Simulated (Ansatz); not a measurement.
**CCSD(T)/STO-3G run of OF2 (oxygen difluoride)**

Aim: the energy change on altering one bond length of OF2 (oxygen difluoride) at CCSD(T)/STO-3G, from 2 runs. 

The results are computed with Ansatz 0.2.0.

43 further runs of the same task are left out: 6 that didn't finish, 37 set aside as unsound or not needed.

### Step 1. Starting point

OF2: 3 atoms, total charge 0, spin state singlet. SMILES: `FOF`. The shape is that of a PBE0-D4/def2-TZVP optimisation.

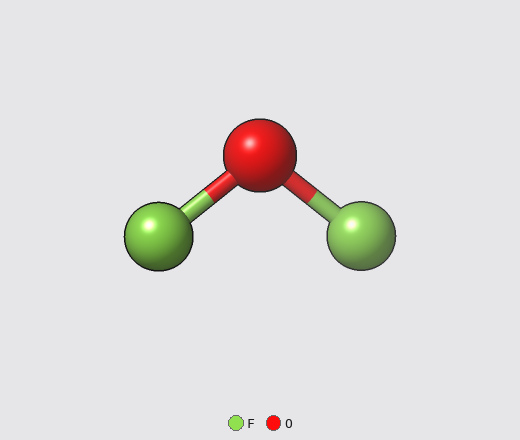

The structure, seen from a chosen angle (fluorine green, oxygen red).

### Step 2. The energy at CCSD(T)/STO-3G

run.yaml reads:

```yaml
crystal:
  periodic: [false, false, false]
  atoms:
    - {symbol: F, position_ang: [0.953290, -0.339960, 0.488270]}
    - {symbol: O, position_ang: [0.000520, 0.563910, 0.062040]}
    - {symbol: F, position_ang: [-0.953810, -0.223960, -0.550310]}
basis:
  gaussian:
    orbitals: STO-3G
scf:
  omitted_lower_state_checks: [cluster_reference, increment]
accuracy: high
correlation:
  method: ccsd_t
  frozen_orbitals: {F: 1, O: 1}
```

Run with:

```
$ ansatz run run.yaml --threads 1 --pin off --max-ram 3480MiB --events-out events.jsonl --progress --plain --runs-dir runs
```

Standard output (excerpt; [...] marks lines left out):

```text
Warning: RAYON_NUM_THREADS=1 ignored (pool sized by the plan → 1); use --threads N
Functional definition: HF
  name "HF"
[...]
250 factors; integrals over basis functions are off by at most 4.6e-8 eV
[...]
mean field -7341.52025678 eV, -269.7958931757 hartree, gradient 7.0e-9 eV, S^2 0.000000; 0 other end points of the search recorded, 0 dependent functions left out
3 core orbitals not correlated: weight in the atoms' cores, before any rotation towards them, 1.000 or more for the frozen orbitals, at most 0.000 for the correlated occupied ones
reference -7341.52025678 eV, -269.7958931757 hartree; 10, 10 occupied and 2, 2 virtual orbitals, 250 factors
second order -2.34929541 eV of doubles, -0.00000000 eV of singles
cycle   1  -2.94582979 eV  change   -6.0e-1 eV  update   6.8e-2
[...]
cycle  21  -3.32720147 eV  change   -1.6e-9 eV  update   1.6e-9
perturbative correction -0.03453551 eV, -0.0012691567 hartree
Total energy: -7344.88199376 eV, -269.9194347310 hartree
Checks for a lower state left out: cluster_reference, increment
```

Run time: 0.12 s. Hardware: 1 thread of Intel Xeon 6975P-C (Granite Rapids), shared host.

### Step 3. The distorted shape at the same level

molecule.yaml reads:

```yaml
crystal:
  periodic: [false, false, false]
  atoms:
    - symbol: F
      position_ang: [1.191471, -0.565917, 0.594822]
    - symbol: O
      position_ang: [0.000520, 0.563910, 0.062040]
    - symbol: F
      position_ang: [-0.953810, -0.223960, -0.550310]
basis:
  gaussian:
    orbitals: STO-3G
correlation:
  method: ccsd_t
  frozen_orbitals: {F: 1, O: 1}
accuracy: high
scf:
  omitted_lower_state_checks: [cluster_reference, increment]
```

Run with:

```
$ ansatz run molecule.yaml --threads 1 --pin off --max-ram 3480MiB --events-out events.jsonl --progress --plain --runs-dir runs
```

Standard output (excerpt; [...] marks lines left out):

```text
Warning: RAYON_NUM_THREADS=1 ignored (pool sized by the plan → 1); use --threads N
[... 2 set-up lines as earlier in the session ...]
[...]
249 factors; integrals over basis functions are off by at most 4.5e-8 eV
[...]
mean field -7338.72715231 eV, -269.6932484795 hartree, gradient 2.3e-8 eV, S^2 0.000000; 0 other end points of the search recorded, 0 dependent functions left out; unrestricted orbitals would lower it
3 core orbitals not correlated: weight in the atoms' cores, before any rotation towards them, 1.000 or more for the frozen orbitals, at most 0.000 for the correlated occupied ones
reference -7338.72715231 eV, -269.6932484795 hartree; 10, 10 occupied and 2, 2 virtual orbitals, 249 factors
second order -3.61486742 eV of doubles, -0.00000000 eV of singles
cycle   1  -4.22889539 eV  change    -1.2e0 eV  update   1.2e-1
[...]
cycle  34  -5.32989952 eV  change   7.3e-10 eV  update  5.2e-10
perturbative correction -0.08427714 eV, -0.0030971277 hartree
WARN: these amplitudes may be one of several solutions (largest doubles amplitude 0.37, level shift 3.61 eV)
Total energy: -7344.14132896 eV, -269.8922158016 hartree
Checks for a lower state left out: cluster_reference, increment
```

Wall time 0.14 s (1 thread of Intel Xeon 6975P-C (Granite Rapids), shared host).

### Step 4. Results

At CCSD(T)/STO-3G, 3 core orbitals frozen:

| quantity | value |
| --- | --- |
| first shape: total energy | -269.91943 Eh |
| first shape: correlation energy (3 core orbitals frozen) | -123.5 mEh |
| first shape: (T) correction | -1.27 mEh |
| first shape: T1 diagnostic | 0.009 |
| distorted shape: total energy | -269.89222 Eh |
| distorted shape: correlation energy (3 core orbitals frozen) | -199.0 mEh |
| distorted shape: (T) correction | -3.10 mEh |
| distorted shape: T1 diagnostic | 0.013 |
| energy change with the F1–O2 bond stretched from 1.381 to 1.726 Å | 0.741 eV |

**Reading.** With the F1–O2 bond stretched from 1.381 to 1.726 Å the energy rises by 0.74 eV (71.5 kJ/mol). The first shape isn't relaxed at this level, so the change isn't measured from a minimum. The minimal basis adds a large error of its own. The triples (first shape) make up 1.0 % of the correlation energy. The restricted solution (distorted shape) is unstable to spin breaking: an unrestricted one lies lower. The triples (distorted shape) make up 1.6 % of the correlation energy.
